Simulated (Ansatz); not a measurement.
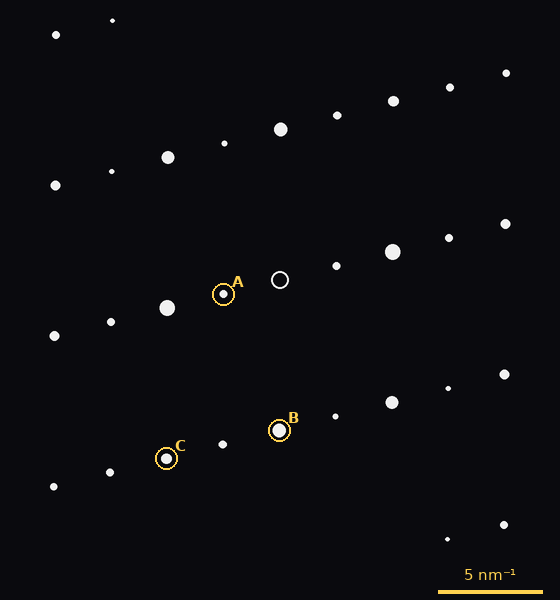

Kinematic zone-axis pattern, calculated for 200 keV electrons with B = 0.3 Å². The zone axis points towards the electron source and the pattern is seen from the source side.

The sample is Sb, space group R-3m (No. 166), a = 4.33 Å, c = 11.72 Å (hexagonal axes). Structure: the geometry relaxed at fixed volume with DFT HSE06, scalar-relativistic, plane waves, PAW (Ansatz 0.2.0).

Spot A is indexed -1 1 1 and spot B -2 -1 2.

**Give hkl for C.**

C = 2A + B = -4 1 4 (d = 0.980 Å).

**Give [uvw].**

The cross product of A and B is parallel to [101]; every spot obeys hu + kv + lw = 0.
